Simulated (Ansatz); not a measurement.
# FH2NSSi: the cost of one run

Program: Ansatz 0.2.0. Level of theory: RKS PBE-D4/STO-3G. These are calculated values, not measurements.

## (1) The system as given

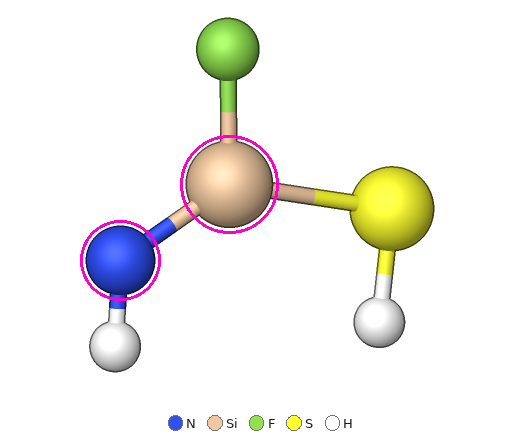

The starting structure, seen from a chosen angle (nitrogen blue, silicon light orange, fluorine green, sulfur yellow, hydrogen white). Ringed: N1, Si2.

Coordinates:

```xyz
6

N     1.3820    0.1406   -0.8056
Si    0.3060   -0.4024    0.2571
F     0.7254   -1.5749    1.2389
S    -1.7098   -0.0087    0.8292
H     1.1906    0.8813   -1.4618
H    -1.8943    0.9642   -0.0578
```

## (2) End point A

Contents of input.yaml:

```yaml
crystal:
  periodic: [false, false, false]
  atoms:
    - { symbol: "N", position_ang: [1.38204, 0.14058, -0.80561] }
    - { symbol: Si, position_ang: [0.30598, -0.40243, 0.25714] }
    - { symbol: F, position_ang: [0.72543, -1.57489, 1.23888] }
    - { symbol: S, position_ang: [-1.70978, -0.00874, 0.82923] }
    - { symbol: H, position_ang: [1.19059, 0.88129, -1.46179] }
    - { symbol: H, position_ang: [-1.89426, 0.96418, -0.05785] }
basis:
  gaussian: { orbitals: STO-3G }
hamiltonian:
  xc: pbe
  dispersion: d4
relax:
  f_tol: 0.015
  max_steps: 40
output:
  orbitals: {}
```

On the command line:

```bash
$ ansatz run input.yaml --threads 1 --pin off --max-ram 2048MiB --backend cpu --events-out ev --progress --plain --runs-dir out
```

What time and memory should one allow on 1 thread of Arm Neoverse V1, shared host?

About 18 s, with a peak of 0.14 GiB.
